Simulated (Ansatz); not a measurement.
| atom | x (Å) | y (Å) | z (Å) |
| --- | --- | --- | --- |
| Si | -0.8577 | 1.3108 | 0.7087 |
| Si | 1.8137 | -1.6777 | 0.1422 |
| H | -1.2189 | 2.7346 | 0.9477 |
| H | -1.4745 | 0.4854 | 1.7817 |
| H | 0.6221 | 1.1877 | 0.8230 |
| H | 0.4345 | -1.8385 | 0.6704 |
| C | -1.4416 | 0.7562 | -0.9790 |
| H | 2.6609 | -1.0038 | 1.1567 |
| H | 2.3772 | -3.0170 | -0.1662 |
| H | 1.7729 | -0.8637 | -1.0991 |
| H | -1.1889 | -0.2918 | -1.1526 |
| H | -0.9747 | 1.3532 | -1.7657 |
| H | -2.5249 | 0.8644 | -1.0676 |

The product side of a reaction path; geometry: PBE0-D4/def2-TZVP.

All numbers below come from RKS PBE0-D4/def2-TZVPP (Ansatz).

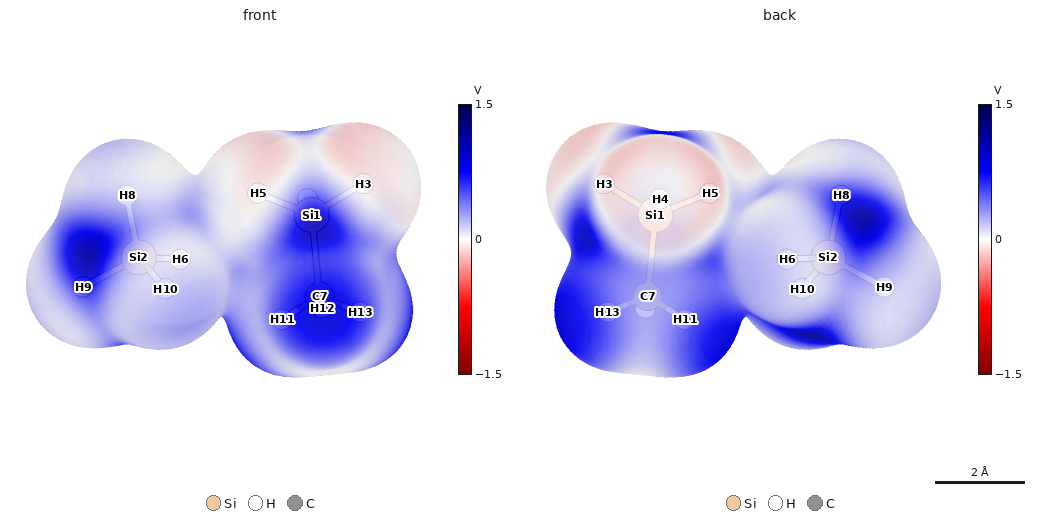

CH₆Si···SiH₄. The electrostatic potential painted on the density surface at 0.002 e/bohr³, seen from the front and from behind; red is negative and blue positive.

Q: Where is the surface potential most negative and most positive?

A: The most negative region (about −0.1 V) lies over H3, H4 and H5, the most positive (about +1.1 V) over Si2.
